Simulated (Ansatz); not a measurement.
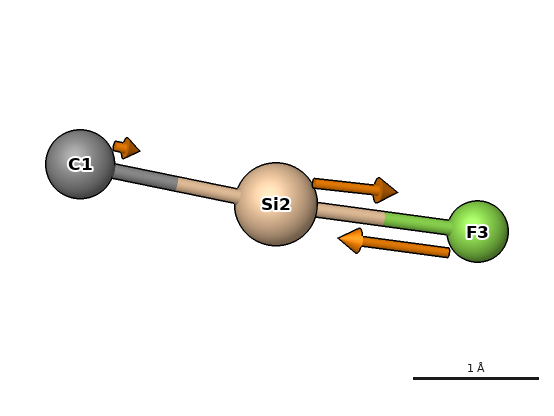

Arrows show the forces on the atoms, 0.7 Å of arrow for 1 eV/Å; forces under a tenth of the largest aren't drawn. Charge −1, singlet. Level of theory: r2SCAN-D4/def2-TZVPPD (Ansatz 0.2.0).

### On which atom is the force largest, and how large is it?

On F3: 1.38 eV/Å.

### Which bond do the forces act along most?

Si2–F3, now 1.746 Å: the forces pull its atoms together, so a first step downhill shortens it.

List the force components in the frame of the picture (x right, y up, z towards the viewer), in eV/Å.

| atom | Fx | Fy | Fz |
| --- | --- | --- | --- |
| C1 | 0.30 | −0.06 | −0.11 |
| Si2 | 0.97 | −0.11 | −0.39 |
| F3 | −1.27 | 0.17 | 0.50 |
